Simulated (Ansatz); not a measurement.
# Si₂BH₅ (SMILES [SiH2]=B[SiH3]): functionals against CCSD(T) at one geometry

How do the functionals fare away from a minimum? The structure is a structure displaced at random from a GFN2-xTB minimum.

Method: single points in def2-TZVPP; program: Ansatz 0.2.0, Gaussian basis.

Correlated methods freeze the cores.

## Step 1: Where the work starts

SMILES `[SiH2]=B[SiH3]`, 8 atoms, charge 0, spin multiplicity 1.

Atoms are counted from 1 here; the program's logs count them from 0.

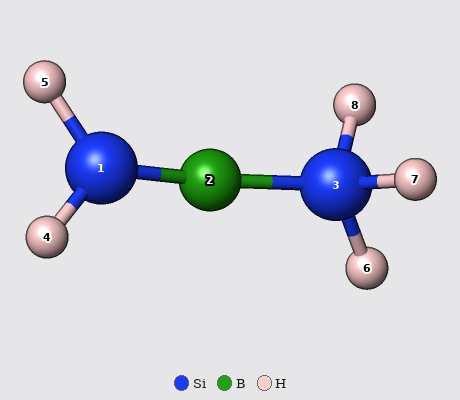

Start geometry, drawn with silicon blue, boron green, hydrogen pink; atoms are numbered from 1 in the order of the file.

Geometry (Å):

| atom | x (Å) | y (Å) | z (Å) |
| --- | --- | --- | --- |
| Si1 | -0.8582 | 1.3552 | -1.2495 |
| B2 | -0.0936 | 0.0795 | -0.3304 |
| Si3 | 0.5927 | -1.0501 | 0.9516 |
| H4 | -2.1499 | 1.4277 | -1.7744 |
| H5 | -0.1977 | 2.5466 | -1.7223 |
| H6 | 0.3577 | -2.4830 | 0.7945 |
| H7 | 0.2573 | -0.9295 | 2.3510 |
| H8 | 2.0004 | -0.9072 | 0.9896 |

## Step 2: CCSD(T)/def2-TZVPP

The input, run/in.yaml:

```yaml
crystal:
  periodic: [false, false, false]
  atoms:
    - {symbol: Si, position_ang: [-0.858200, 1.355200, -1.249500]}
    - {symbol: B, position_ang: [-0.093600, 0.079500, -0.330400]}
    - {symbol: Si, position_ang: [0.592700, -1.050100, 0.951600]}
    - {symbol: H, position_ang: [-2.149900, 1.427700, -1.774400]}
    - {symbol: H, position_ang: [-0.197700, 2.546600, -1.722300]}
    - {symbol: H, position_ang: [0.357700, -2.483000, 0.794500]}
    - {symbol: H, position_ang: [0.257300, -0.929500, 2.351000]}
    - {symbol: H, position_ang: [2.000400, -0.907200, 0.989600]}
basis:
  gaussian: {orbitals: def2-TZVPP}
correlation: {method: ccsd_t}
output: {forces: true}
```

The command line of these runs was not kept.

## Step 3: PBE0-D4/def2-TZVPP

Edit run/in.yaml of step 2 so:

```diff
@@ -13,3 +13,3 @@
   gaussian: {orbitals: def2-TZVPP}
-correlation: {method: ccsd_t}
-output: {forces: true}
+hamiltonian: {xc: pbe0, dispersion: d4}
+output: {forces: true, orbitals: {seedname: orbitals}}
```

## Step 4: wB97M-V/def2-TZVPP

Edit run/in.yaml of step 3 so:

```diff
@@ -13,3 +13,3 @@
   gaussian: {orbitals: def2-TZVPP}
-hamiltonian: {xc: pbe0, dispersion: d4}
-output: {forces: true, orbitals: {seedname: orbitals}}
+hamiltonian: {xc: {name: wB97M-V}}
+output: {forces: true}
```

## Step 5: r2SCAN-D4/def2-TZVPP

Edit run/in.yaml of step 4 so:

```diff
@@ -13,3 +13,3 @@
   gaussian: {orbitals: def2-TZVPP}
-hamiltonian: {xc: {name: wB97M-V}}
+hamiltonian: {xc: r2scan, dispersion: d4}
 output: {forces: true}
```

## Step 6: PBE-D4/def2-TZVPP

Edit run/in.yaml of step 5 so:

```diff
@@ -13,3 +13,3 @@
   gaussian: {orbitals: def2-TZVPP}
-hamiltonian: {xc: r2scan, dispersion: d4}
+hamiltonian: {xc: pbe, dispersion: d4}
 output: {forces: true}
```

## Step 7: BHLYP-D4/def2-TZVPP

Edit run/in.yaml of step 6 so:

```diff
@@ -13,3 +13,3 @@
   gaussian: {orbitals: def2-TZVPP}
-hamiltonian: {xc: pbe, dispersion: d4}
+hamiltonian: {xc: {name: BHLYP}, dispersion: d4}
 output: {forces: true}
```

## Step 8: B97M-V/def2-TZVPP

Edit run/in.yaml of step 7 so:

```diff
@@ -13,3 +13,3 @@
   gaussian: {orbitals: def2-TZVPP}
-hamiltonian: {xc: {name: BHLYP}, dispersion: d4}
+hamiltonian: {xc: {name: B97M-V}}
 output: {forces: true}
```

(Steps that only read results are left out.)

Before running it: what results should come out? Wanted: energy less free atoms, CCSD(T)/def2-TZVPP; RMS force component; RMS force error; HOMO and LUMO, PBE0-D4; T1 diagnostic.

**Answer**, as computed:

| quantity | value |
| --- | --- |
| energy less free atoms, CCSD(T)/def2-TZVPP | -2093.0 kJ/mol |
| RMS force component | 0.829 to 0.943 eV/Å over the methods |
| RMS force error | PBE0-D4 0.151, wB97M-V 0.148, r2SCAN-D4 0.156, PBE-D4 0.255, BHLYP-D4 0.147, B97M-V 0.159 eV/Å |
| HOMO and LUMO, PBE0-D4 | -6.26 and -3.46 eV |
| T1 diagnostic | 0.019 |

Against CCSD(T) the functionals' energies less atoms differ by -108.6 to -46.6 kJ/mol, PBE-D4 by -57.7 kJ/mol. CCSD(T) in triple zeta still lacks some correlation energy of the bonds, so part of these gaps is its own basis error and they don't rank the functionals. On forces the order runs from BHLYP-D4 to PBE-D4. Frozen-core CCSD(T) forces in triple zeta carry basis errors of their own, and this is one geometry, so small gaps rank nothing. The restricted Hartree–Fock reference is unstable towards an unrestricted one at one or more of these structures.
